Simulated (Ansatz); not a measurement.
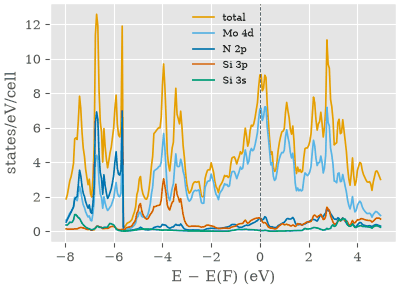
Figure. Total and projected density of states of SiMo2N in space group P6_3/mmc (No. 194; Si on 2d, Mo on 4f, N on 2a), plane-wave PAW PBE (Ansatz code)

Q: Which orbitals carry the states next to the Fermi level?

A: Within 0.5 eV of the Fermi level: Mo 4d 80 %, Si 3p 8 %, N 2p 8 %. Projections are on Löwdin-orthogonalised atomic valence shells; empty p or d shells of many metals are not among them.

Q: Where is the tallest occupied peak in this window, and what makes it?

A: Near -6.7 eV, about 13 states/eV per cell; the largest projected share is N 2p.

The start of the workflow was typed in or built on a structure type; neither database checked (COD, Materials Project) lists it. Whether it is the stable phase at ambient conditions was not checked. The cell was relaxed with PBE under the symmetry of its start; whether a distortion lowers the energy is not shown. The workflow began spin-polarised and lost its moments. Spin–orbit coupling is left out wherever it is not named.

Potentials: the earlier of the program's two PAW sets.
